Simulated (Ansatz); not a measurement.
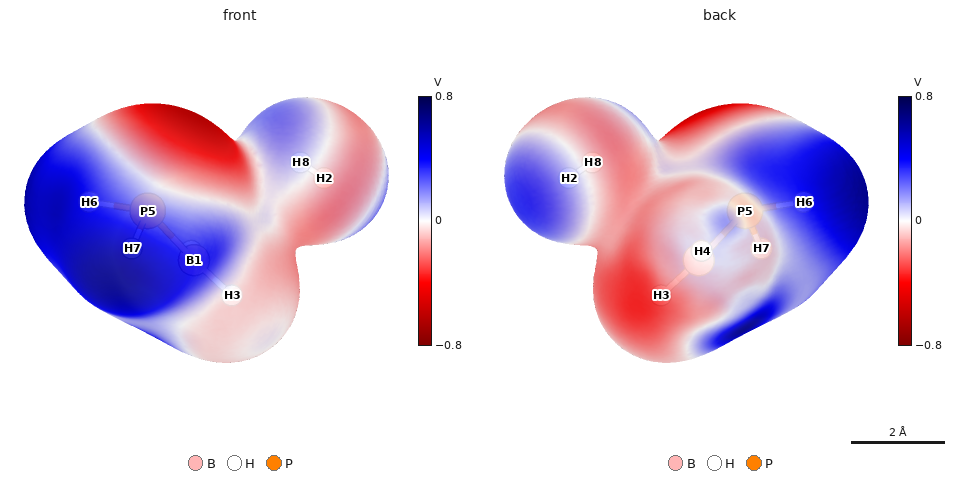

Figure. BH4P···H2. The molecular electrostatic potential painted on the density surface at 0.001 e/bohr³, seen from the front and from behind; the colour scale runs from red (negative) to blue (positive).

The calculation used RKS r2SCAN-D4/def2-SVP (Ansatz 0.2.0).

Input

```
crystal:
  periodic: [false, false, false]
  atoms:
    - { symbol: B, position_ang: [0.117806, -0.583667, -0.158383] }
    - { symbol: H, position_ang: [-0.166401, 0.56302, 1.921184] }
    - { symbol: H, position_ang: [1.123306, 0.073989, -0.249265] }
    - { symbol: H, position_ang: [-0.947566, -0.123802, -0.482164] }
    - { symbol: P, position_ang: [0.200066, -2.345167, 0.552549] }
    - { symbol: H, position_ang: [-0.716157, -3.026808, -0.29369] }
    - { symbol: H, position_ang: [1.410236, -2.827112, -0.017125] }
    - { symbol: H, position_ang: [-0.124289, -0.152854, 1.969194] }
basis:
  gaussian: { orbitals: def2-SVP }
hamiltonian:
  xc: r2scan
  dispersion: d4
relax:
  f_tol: 0.03
  max_steps: 50
output:
  orbitals: {}
```

Launched as:

```sh
ansatz run input.yaml --threads 2 --pin off --max-ram 3072MiB --backend cpu --events-out ev --progress --plain --runs-dir out
```

The fields are those of the run's last geometry, not of the input's.

Describe the electrostatic potential map.

The most negative region (about −0.6 V) lies over P5, the most positive (about +0.6 V) over B1, H6 and H7.
